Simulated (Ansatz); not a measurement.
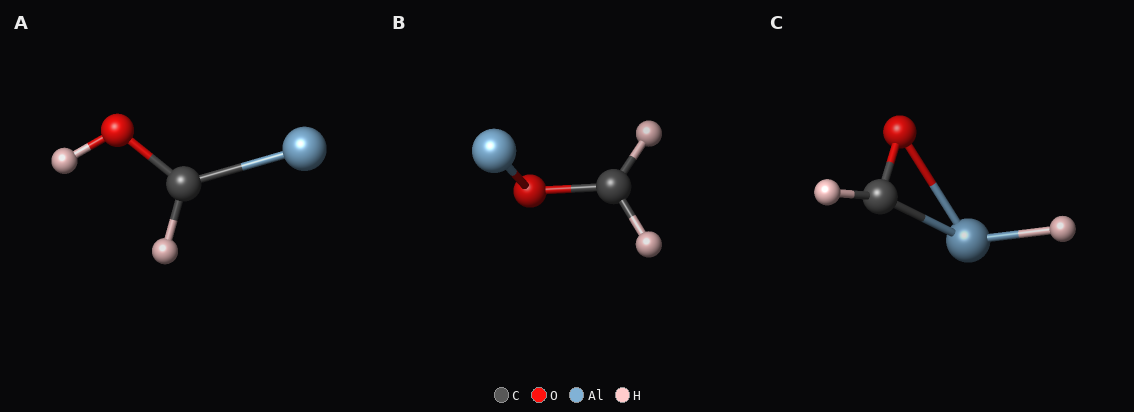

3 stationary structures of one formula. The species is neutral and a spin doublet. Geometries: PBE-D4/def2-SVP. Electronic energies: PBE-D4/def2-SVP (Ansatz 0.2.0), without zero-point energy. No frequency run is at hand to confirm each as a minimum.

> Which is lowest in energy, and by how much?

B is lowest (Cs); C lies 100.5 kJ/mol above it (C1), A lies 134.8 kJ/mol above it (Cs).
